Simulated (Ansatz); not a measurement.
**H2O2 (hydrogen peroxide) at CCSD/STO-3G**

What is the electronic atomisation energy of H2O2 (hydrogen peroxide) at CCSD/STO-3G? 

Program for the calculation: Ansatz 0.2.0.

36 further runs of the same task are left out: 9 that didn't finish, 27 set aside as unsound or not needed.

## (1) The structure to begin with

H2O2: 4 atoms, total charge 0, spin state singlet. As SMILES, `OO`. Geometry: relaxed at PBE0-D4/def2-TZVP.

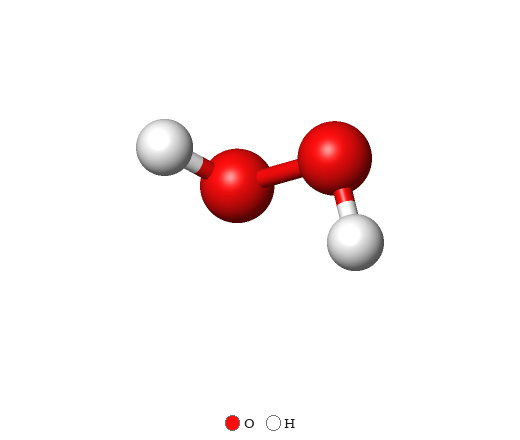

The structure, seen from a chosen angle (oxygen red, hydrogen white).

## (2) The energy at CCSD/STO-3G

File job.yaml:

```yaml
crystal:
  periodic: [false, false, false]
  atoms:
    - {symbol: O, position_ang: [-0.486800, -0.581100, 0.030600]}
    - {symbol: O, position_ang: [0.048300, 0.728400, 0.206900]}
    - {symbol: H, position_ang: [0.186400, -1.117000, 0.467400]}
    - {symbol: H, position_ang: [0.252100, 0.969800, -0.704900]}
basis:
  gaussian:
    orbitals: STO-3G
correlation:
  method: ccsd
  frozen_orbitals: {H: 0, O: 1}
accuracy: high
scf:
  omitted_lower_state_checks: [cluster_reference, increment]
```

On the command line:

```bash
$ ansatz run job.yaml --threads 1 --pin off --max-ram 2610MiB --events-out events.jsonl --progress --plain --runs-dir runs
```

The log of the run:

```text
Warning: RAYON_NUM_THREADS=1 ignored (pool sized by the plan → 1); use --threads N
Functional definition: HF
  name "HF"
  exchange = exact_x
  correlation = 0
these checks for a lower state are left out or cut short: cluster_reference, increment
188 factors; integrals over basis functions are off by at most 3.5e-8 eV
mean field evaluation 1: about -4047.2581 eV, gradient 1.2e1 eV
mean field evaluation 2: about -4047.3850 eV, gradient 1.2e1 eV
mean field evaluation 4: about -4047.9806 eV, gradient 3.6e-1 eV
mean field evaluation 8: about -4047.9805 eV, gradient 1.2e-6 eV
mean field -4047.98053007 eV, -148.7605406603 hartree, gradient 2.2e-8 eV, S^2 0.000000; 0 other end points of the search recorded, 0 dependent functions left out
2 core orbitals not correlated: weight in the atoms' cores, before any rotation towards them, 1.000 or more for the frozen orbitals, at most 0.000 for the correlated occupied ones
reference -4047.98053007 eV, -148.7605406603 hartree; 7, 7 occupied and 3, 3 virtual orbitals, 188 factors
second order -2.06818609 eV of doubles, -0.00000000 eV of singles
cycle   1  -2.56968215 eV  change   -5.0e-1 eV  update   5.3e-2
cycle   2  -2.82176642 eV  change   -2.5e-1 eV  update   2.2e-2
cycle   3  -2.83553695 eV  change   -1.4e-2 eV  update   4.8e-3
cycle   4  -2.83626283 eV  change   -7.3e-4 eV  update   1.3e-3
cycle   5  -2.83588312 eV  change    3.8e-4 eV  update   4.1e-4
cycle   6  -2.83575244 eV  change    1.3e-4 eV  update   1.3e-4
cycle   7  -2.83580317 eV  change   -5.1e-5 eV  update   5.2e-5
cycle   8  -2.83580336 eV  change   -1.9e-7 eV  update   2.1e-5
cycle   9  -2.83579409 eV  change    9.3e-6 eV  update   7.0e-6
cycle  10  -2.83579584 eV  change   -1.8e-6 eV  update   1.9e-6
cycle  11  -2.83579634 eV  change   -5.0e-7 eV  update   5.1e-7
cycle  12  -2.83579629 eV  change    5.0e-8 eV  update   2.0e-7
cycle  13  -2.83579612 eV  change    1.8e-7 eV  update   8.6e-8
cycle  14  -2.83579615 eV  change   -3.6e-8 eV  update   3.8e-8
cycle  15  -2.83579613 eV  change    2.3e-8 eV  update   2.0e-8
cycle  16  -2.83579613 eV  change   -3.5e-9 eV  update   1.6e-8
cycle  17  -2.83579638 eV  change   -2.5e-7 eV  update   5.0e-8
cycle  18  -2.83579647 eV  change   -8.3e-8 eV  update   2.0e-8
cycle  19  -2.83579648 eV  change   -1.1e-8 eV  update   5.2e-9
cycle  20  -2.83579648 eV  change   4.7e-10 eV  update   1.9e-9
cycle  21  -2.83579648 eV  change   7.7e-10 eV  update  5.8e-10
Total energy: -4050.81632655 eV, -148.8647542586 hartree
Checks for a lower state left out: cluster_reference, increment
```

Run time: 0.08 s. Hardware: 1 thread of Arm Neoverse V2, shared host.

## (3) The H atom: a single-point energy at UHF/STO-3G

File run.yaml:

```yaml
crystal:
  periodic: [false, false, false]
  atoms:
    - {symbol: H, position_ang: [0.000000, 0.000000, 0.000000]}
basis:
  gaussian: {orbitals: STO-3G}
accuracy: high
hamiltonian: {xc: hf}
total_charge: 0
magnetization: {spin_polarized: true, initial_magnetization: 1}
```

On the command line:

```bash
$ ansatz run run.yaml --threads 1 --pin off --max-ram 2610MiB --events-out events.jsonl --progress --plain --runs-dir runs
```

The log of the run:

```text
Warning: RAYON_NUM_THREADS=1 ignored (pool sized by the plan → 1); use --threads N
Functional definition: HF
  name "HF"
  exchange = exact_x
  correlation = 0
1 factors; integrals over basis functions are off by at most 4.6e-10 eV
mean field evaluation 1: about -12.6963 eV, gradient 0.0e0 eV
mean field evaluation 2: about -12.6963 eV, gradient 0.0e0 eV
mean field -12.69633895 eV, -0.4665818504 hartree, gradient 0.0e0 eV, S^2 0.750000; 0 other end points of the search recorded, 0 dependent functions left out
reference -12.69633895 eV, -0.4665818504 hartree; 1, 0 occupied and 0, 1 virtual orbitals, 1 factors
Total energy: -12.69633895 eV, -0.4665818504 hartree
```

It took 0.02 s on 1 thread of Arm Neoverse V2, shared host.

## (4) The O atom, same level

File in.yaml:

```yaml
basis:
  gaussian:
    orbitals: STO-3G
crystal:
  periodic: [false, false, false]
  atoms:
    - symbol: O
      position_ang: [0.000000, 0.000000, 0.000000]
correlation:
  method: ccsd
  frozen_orbitals: {O: 1}
magnetization:
  spin_polarized: true
  initial_magnetization: 2
accuracy: high
scf:
  omitted_lower_state_checks: [cluster_reference, increment]
```

Run the same way, it converges to -73.80415 Eh (log not shown).

## (5) Results

Level: CCSD/STO-3G, 2 core orbitals frozen.

| quantity | value |
| --- | --- |
| molecule: total energy | -148.86475 Eh |
| molecule: correlation energy (2 core orbitals frozen) | -104.2 mEh |
| molecule: T1 diagnostic | 0.007 |
| H atom: total energy | -0.46658 Eh |
| H atom: ⟨S²⟩ | 0.750 |
| O atom: total energy | -73.80415 Eh |
| O atom: correlation energy (1 core orbital frozen) | 0.0 mEh |
| O atom: ⟨S²⟩ of the reference determinant | 2.000 |
| O atom: T1 diagnostic | 0.000 |
| electronic atomisation energy | 8.797 eV |

**Reading.** Taking the molecule apart into free atoms costs 8.80 eV (203 kcal/mol), before zero-point energy and without spin-orbit coupling. In a minimal basis such a difference can be off by several eV, whatever the method.
